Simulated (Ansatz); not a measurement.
The reference is ZnS in the zinc blende structure (space group F-43m, No. 216; a = 5.3567 Å).

Structures relaxed with PBEsol (Ansatz, a program for electronic structure), without spin-orbit coupling.

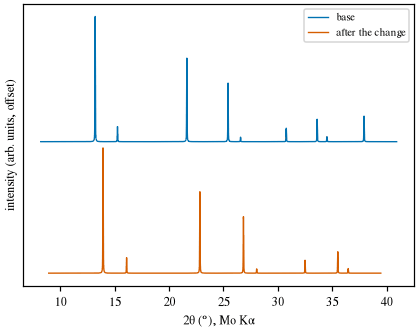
Fig. 1. Simulated powder patterns before (top) and after one change

Q: Which of these changes matches the shifts?
A. pressure −1 GPa
B. pressure 1.8 GPa
C. pressure 45 GPa
D. pressure 18 GPa

A: D, pressure 18 GPa. Its volume per atom is 16.37 Å³ against 19.21 Å³, and its space group is F-43m (No. 216).

Load acts through the strain it causes; cell and atoms are relaxed under it. No phonon test of stability was made. Measured, ZnS leaves this structure (for rock salt) near 14.7 GPa (temperature not stated; as listed in Datta, Sujoy, Jana, Debnarayan, arXiv (2020)), on rising pressure, with hysteresis.
